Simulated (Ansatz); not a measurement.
C2H4OSi (SMILES C=[Si]=CO)

Input file:

```
crystal:
  periodic: [false, false, false]
  atoms:
    - { symbol: C, position_ang: [-0.98791, 1.68559, -0.55874] }
    - { symbol: Si, position_ang: [0.01246, 0.4714, 0.21925] }
    - { symbol: C, position_ang: [1.02335, -0.98445, 0.42721] }
    - { symbol: O, position_ang: [0.43419, -2.27368, 0.48899] }
    - { symbol: H, position_ang: [-0.65422, 2.12961, -1.48589] }
    - { symbol: H, position_ang: [-1.58228, 2.34603, 0.05576] }
    - { symbol: H, position_ang: [1.8166, -0.94559, 1.17293] }
    - { symbol: H, position_ang: [0.67147, -2.6854, 1.32464] }
basis:
  gaussian: { orbitals: def2-SVP }
hamiltonian:
  xc: lda
relax:
  f_tol: 0.015
  max_steps: 40
output:
  orbitals: {}
```

Run with:

```sh
ansatz run input.yaml --threads 1 --pin off --max-ram 2048MiB --backend cpu --events-out ev --progress --plain --runs-dir out
```

The fields are those of the run's last geometry, not of the input's.

These are results of RKS LDA/def2-SVP (Ansatz 0.2.0), not measurements.

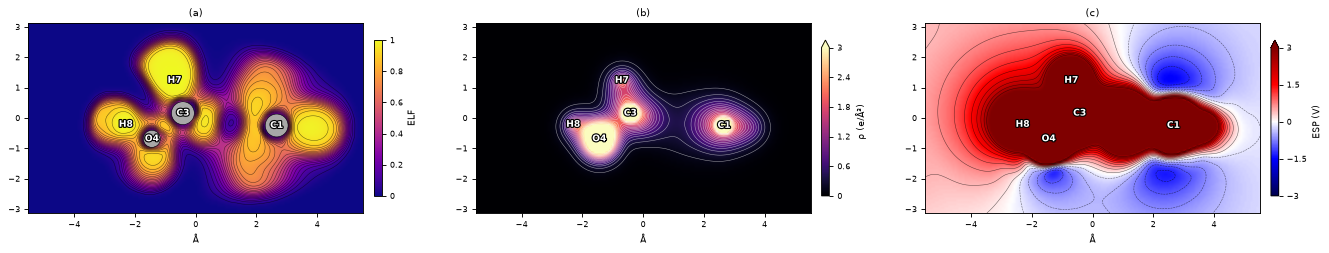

Figure 1. (a) electron localisation function; (b) total electron density; (c) electrostatic potential on the plane of atoms C3, O4 and H8. Grey discs cover the atomic cores in the ELF map.

Read the bonding off the picture.

Answer. The section cuts through C, O and H sites. C–O (1.33 Å): ρ is about 2.5 e/Å³ halfway; the ELF peaks at about 0.90 between the atoms; a polar covalent bond. O–H (0.98 Å): ρ at the midpoint is about 3.6 e/Å³; the ELF climbs to about 1 towards the hydrogen, as it does in any bond to H (a covalent bond by its length). C–H (1.12 Å): ρ is about 1.9 e/Å³ halfway; the ELF climbs to about 1 towards the hydrogen; an ordinary covalent bond to hydrogen. The ELF also peaks beside O4, away from the bonds: lone-pair regions. Outside the dense part of the molecule the potential is most negative (−1.5 V) near C1.

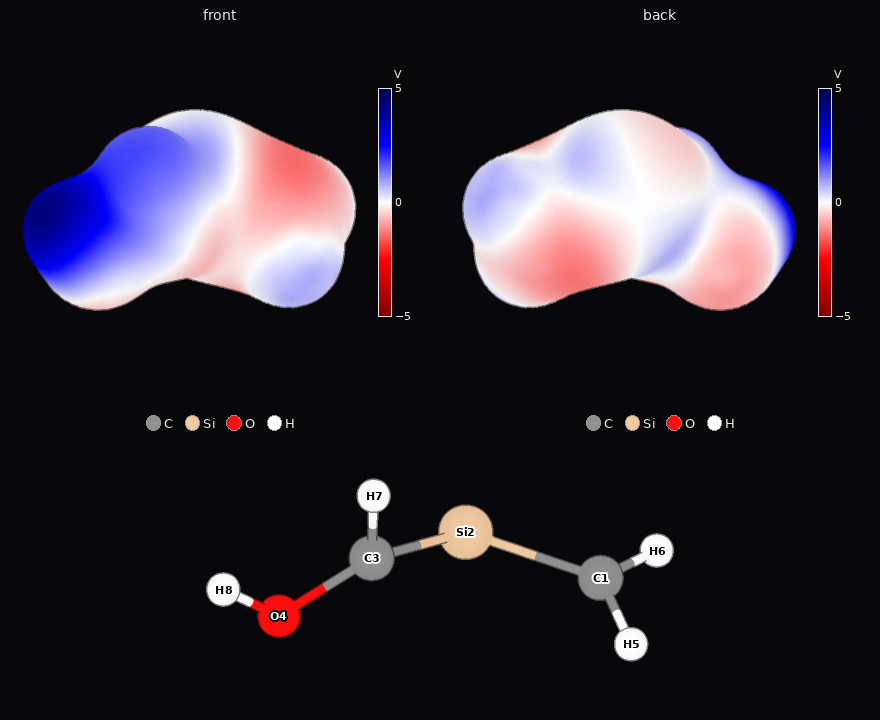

Figure 2. The electrostatic potential painted on the density surface at 0.004 e/bohr³, seen from the front and from behind; red is negative and blue positive. The bare structure is drawn below in the same view.

Describe the electrostatic potential map.

Answer. The most negative region (about −1.4 V) lies over C1 and Si2, the most positive (about +4.2 V) over H8.

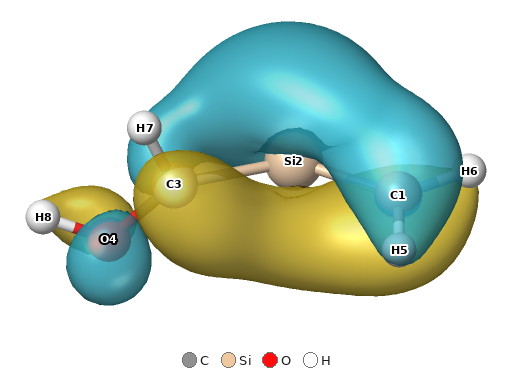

Figure 3. One frontier orbital at ±0.1 Å⁻³ᐟ² (yellow and cyan are the two phases), seen across its widest extent.

Which orbital is it: HOMO or LUMO?

Answer. The HOMO, at −5.11 eV. Its weight (Hirshfeld) is mainly on Si2 (about 45 %), C1 (about 25 %), C3 (about 15 %) and O4 (about 5 %).
